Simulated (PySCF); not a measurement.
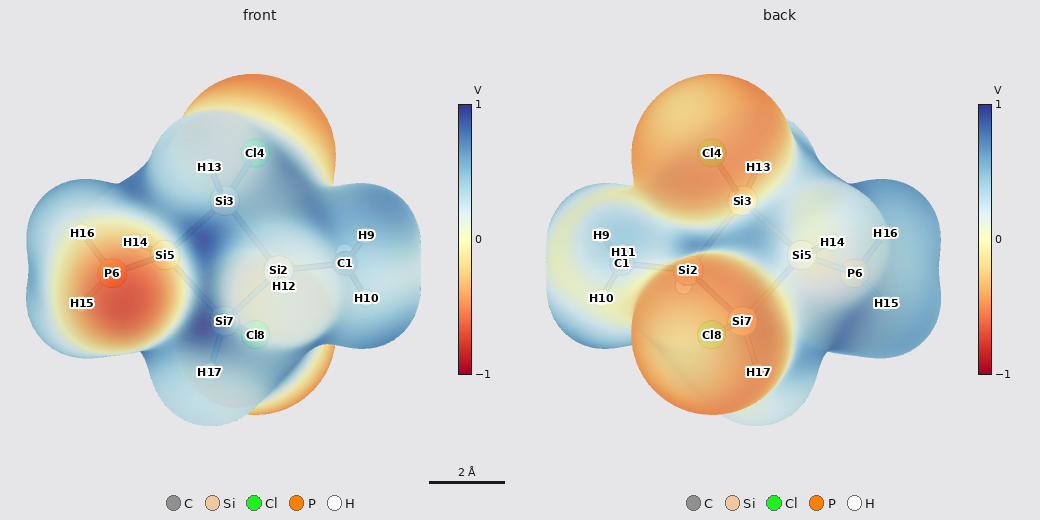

Figure. CH9Cl2PSi4. The molecular electrostatic potential painted on the density surface at 0.001 e/bohr³, seen from the front and from behind; red is negative and blue positive.

Geometry: GFN2-xTB.

The calculation used PBE0/pcSseg-1, SCF density, gas phase, non-relativistic (PySCF 2.14.0).

Input

```
{"job": {"kind": "nmr", "xc": "PBE0", "basis": "pcSseg-1"}, "charge": 0, "multiplicity": 1}
C     -2.792106    -0.935674    -0.726131
Si    -1.463119     0.271631    -0.085243
Si     0.023535    -0.630678     1.563139
Cl    -0.137329    -2.673166     1.665842
Si     1.897853     0.020938     0.239210
P      2.467001     2.026684     1.092388
Si     0.412924     0.584474    -1.541338
Cl     0.448066    -0.840387    -3.016774
H     -3.528826    -1.169133     0.037894
H     -3.324026    -0.534773    -1.584765
H     -2.333278    -1.871118    -1.033543
H     -2.176606     1.500516     0.305248
H     -0.060809    -0.241995     2.976262
H      3.134204    -0.775879     0.084463
H      3.530812     2.232824     0.243528
H      3.289597     1.522646     2.074330
H      0.605109     1.824042    -2.304421
```

Command:

```sh
OMP_NUM_THREADS=1 python probes_run.py task.json out
```

> Describe the electrostatic potential map.

The most negative region (about −0.7 V) lies over P6, the most positive (about +0.8 V) over Si2, Si3 and Si7.
